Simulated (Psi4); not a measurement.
# GaClF (SMILES [F][Ga][Cl]) at U-wB97X-V/cc-pVTZ

Aim: the energy change on altering one bond length of GaClF at U-wB97X-V/cc-pVTZ, from 2 runs. 

Program for the calculation: Psi4 1.11.

2 further runs of the same task are left out: 2 set aside as unsound or not needed.

## Step 1: The molecule

The species is GaClF (3 atoms), meant as a doublet with charge 0. SMILES: `[F][Ga][Cl]`. The shape is that of a PBE0-D4/def2-TZVP optimisation.

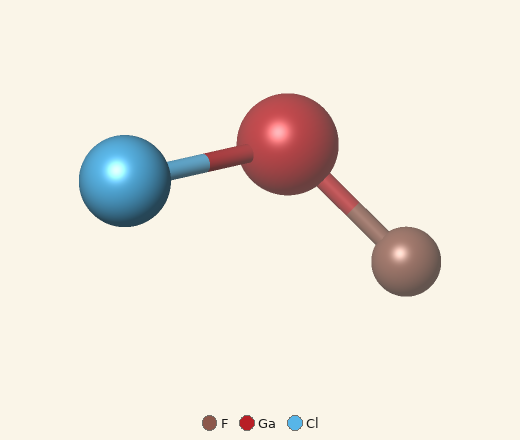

Viewed from a chosen angle; fluorine brown, gallium red, chlorine blue.

## Step 2: A single-point energy at U-wB97X-V/cc-pVTZ

File run.py:

```python
import psi4

psi4.set_memory('1600 MB')
psi4.set_num_threads(1)
psi4.core.set_output_file('clfga.out', False)

molecule = psi4.geometry("""
0 2
F     -2.68548980     0.55916996    -1.42636528
Ga     0.12547781     1.22756609     0.21202727
Cl     2.53960294    -1.90919030     1.18920465
units bohr
symmetry c1
""")

psi4.set_options({
    'basis': 'cc-pVTZ',
    'reference': 'uks',
    'puream': True,
    'e_convergence': 1e-09,
    'd_convergence': 1e-08,
    'scf_type': 'pk',
    'dft_radial_points': 99,
    'dft_spherical_points': 590,
    'maxiter': 100,
})

energy_value = psi4.energy("wb97x-v")
print(f'wb97x-v energy: {energy_value:.10f} Eh')
for k, v in sorted(psi4.core.scalar_variables().items()):
    print(f'{k:45s} {v:18.10f}')
```

Launch:

```bash
$ python run.py
```

clfga.out:

```text
[...]
  Running in c1 symmetry.
[...]
  Nuclear repulsion =  237.378679143771194
[...]
  Multiplicity = 2
[...]
  Nalpha       = 29
  Nbeta        = 28
[...]
    Number of basis functions: 107
[...]
   @UKS iter   1: -2483.55432407566695   -2.76893e+00   1.82730e-02 ADIIS/DIIS
[...]
   @UKS iter  15: -2484.77293883245329   -3.18323e-12   5.01443e-09 DIIS
[...]
   @S^2 Observed:                7.535862642E-01
[...]
    Orbital Energies [Eh]
    ---------------------
    Alpha Occupied:
       1A   -372.461378     2A   -101.548945     3A    -46.021958
       4A    -40.766480     5A    -40.764528     6A    -40.762876
       7A    -24.731031     8A     -9.565732     9A     -7.320305
      10A     -7.314006    11A     -7.313494    12A     -5.666310
      13A     -3.953908    14A     -3.947949    15A     -3.943942
      16A     -1.276349    17A     -1.017876    18A     -1.008028
      19A     -1.005920    20A     -1.005603    21A     -0.998622
      22A     -0.938984    23A     -0.600148    24A     -0.525689
      25A     -0.514992    26A     -0.507028    27A     -0.444658
      28A     -0.442363    29A     -0.348629
    Alpha Virtual:
[...]
  @UKS Final Energy: -2484.77293883245329
   => Energetics <=
    Nuclear Repulsion Energy =            237.3786791437711940
    One-Electron Energy =               -3931.8080215884288009
    Two-Electron Energy =                1296.9061959517023297
    DFT Exchange-Correlation Energy =     -87.4889518349770299
    Empirical Dispersion Energy =           0.0000000000000000
    VV10 Nonlocal Energy =                  0.2391594954794102
    Total Energy =                      -2484.7729388324532920
[...]
 Multipole Moments:
 ------------------------------------------------------------------------------------
     Multipole            Electronic (a.u.)      Nuclear  (a.u.)        Total (a.u.)
 ------------------------------------------------------------------------------------
 L = 1.  Multiply by 2.5417464519 to convert [e a0] to [Debye]
 Dipole X            :         -1.0338979            1.4061565            0.3722586
 Dipole Y            :          3.3286685           -2.5881039            0.7405646
 Dipole Z            :          0.0000000           -0.0000000            0.0000000
 Magnitude           :                                                    0.8288621
[...]
```

On the terminal:

```text
wb97x-v energy: -2484.7729388325 Eh
CURRENT ENERGY                                  -2484.7729388325
CURRENT REFERENCE ENERGY                        -2484.7729388325
DD SOLVATION ENERGY                                 0.0000000000
DFT FUNCTIONAL TOTAL ENERGY                     -2484.7729388325
DFT TOTAL ENERGY                                -2484.7729388325
DFT VV10 ENERGY                                     0.2391594955
DFT XC ENERGY                                     -87.4889518350
GRID ELECTRONS ALPHA                               29.0000008073
GRID ELECTRONS BETA                                28.0000007307
GRID ELECTRONS TOTAL                               57.0000015381
NUCLEAR REPULSION ENERGY                          237.3786791438
ONE-ELECTRON ENERGY                             -3931.8080215884
PCM POLARIZATION ENERGY                             0.0000000000
PE ENERGY                                           0.0000000000
SCF ITERATION ENERGY                            -2484.7729388325
SCF ITERATIONS                                     15.0000000000
SCF TOTAL ENERGY                                -2484.7729388325
TWO-ELECTRON ENERGY                              1296.9061959517
XC GRID RADIAL POINTS                              99.0000000000
XC GRID SPHERICAL POINTS                          590.0000000000
XC GRID TOTAL POINTS                           166870.0000000000
```

Wall time 3.1 min (1 thread of Intel Xeon Platinum 8259CL at 2.50GHz (Skylake/Cascade Lake), shared host); peak memory 1.5 GiB.

## Step 3: The distorted shape

File calc.in:

```
memory 1.6 GB

molecule geom {
  0 2
  F     -1.644195     0.242852    -0.884833
  Ga     0.066400     0.649600     0.112200
  Cl     1.343900    -1.010300     0.629300
  symmetry c1
  no_reorient
  no_com
}

set basis cc-pVTZ
set reference uks
set puream true
set e_convergence 1e-09
set d_convergence 1e-08
set scf_type pk
set dft_radial_points 99
set dft_spherical_points 590
set maxiter 100

energy("wb97x-v")
print_variables()
```

Launch:

```bash
$ psi4 calc.in calc.out -n 1
```

calc.out:

```text
[...]
  Running in c1 symmetry.
[...]
  Nuclear repulsion =  224.940798661687268
[...]
  Multiplicity = 2
[...]
  Nalpha       = 29
  Nbeta        = 28
[...]
    Number of basis functions: 107
[...]
   @UKS iter   1: -2483.53412850794666   -3.00398e+00   1.80574e-02 DIIS/ADIIS
[...]
   @UKS iter  16: -2484.75258707971443   -5.91172e-12   4.77006e-09 DIIS
[...]
   @S^2 Observed:                7.561092016E-01
[...]
    Orbital Energies [Eh]
    ---------------------
    Alpha Occupied:
       1A   -372.481398     2A   -101.561030     3A    -46.040638
       4A    -40.784909     5A    -40.783305     6A    -40.782185
       7A    -24.697565     8A     -9.577569     9A     -7.332324
      10A     -7.325760    11A     -7.325316    12A     -5.682347
      13A     -3.969227    14A     -3.963841    15A     -3.960108
      16A     -1.217854    17A     -1.031935    18A     -1.022967
      19A     -1.020995    20A     -1.020276    21A     -1.015260
      22A     -0.950393    23A     -0.581324    24A     -0.506850
      25A     -0.472439    26A     -0.470946    27A     -0.453196
      28A     -0.449518    29A     -0.365784
    Alpha Virtual:
[...]
  @UKS Final Energy: -2484.75258707971443
   => Energetics <=
    Nuclear Repulsion Energy =            224.9407986616872677
    One-Electron Energy =               -3906.7015341898459155
    Two-Electron Energy =                1284.2104062816604255
    DFT Exchange-Correlation Energy =     -87.4421194468485083
    Empirical Dispersion Energy =           0.0000000000000000
    VV10 Nonlocal Energy =                  0.2398616136328283
    Total Energy =                      -2484.7525870797139760
[...]
 Multipole Moments:
 ------------------------------------------------------------------------------------
     Multipole            Electronic (a.u.)      Nuclear  (a.u.)        Total (a.u.)
 ------------------------------------------------------------------------------------
 L = 1.  Multiply by 2.5417464519 to convert [e a0] to [Debye]
 Dipole X            :        -18.3585571           19.0993580            0.7408009
 Dipole Y            :         -8.9405647            9.7286276            0.7880629
 Dipole Z            :        -11.2378216           11.7404961            0.5026746
 Magnitude           :                                                    1.1926906
[...]
```

Wall time 3.2 min (1 thread of Intel Xeon Platinum 8259CL at 2.50GHz (Skylake/Cascade Lake), shared host); peak memory 1.5 GiB.

## Step 4: Results

Level: U-wB97X-V/cc-pVTZ.

```
                                                          quantity           value
                                         first shape: total energy  -2484.77294 Eh
                                        first shape: dipole moment          2.11 D
                   first shape: HOMO energy (highest over α and β)        -9.49 eV
                    first shape: LUMO energy (lowest over α and β)        -2.23 eV
                                                 first shape: ⟨S²⟩           0.754
                                     distorted shape: total energy  -2484.75259 Eh
                                    distorted shape: dipole moment          3.03 D
               distorted shape: HOMO energy (highest over α and β)        -9.95 eV
                distorted shape: LUMO energy (lowest over α and β)        -2.80 eV
                                             distorted shape: ⟨S²⟩           0.756
energy change with the F1–Ga2 bond stretched from 1.758 to 2.021 Å        0.554 eV
```

In words: With the F1–Ga2 bond stretched from 1.758 to 2.021 Å the energy rises by 0.55 eV (53.4 kJ/mol). The first shape isn't relaxed at this level, so the change isn't measured from a minimum.
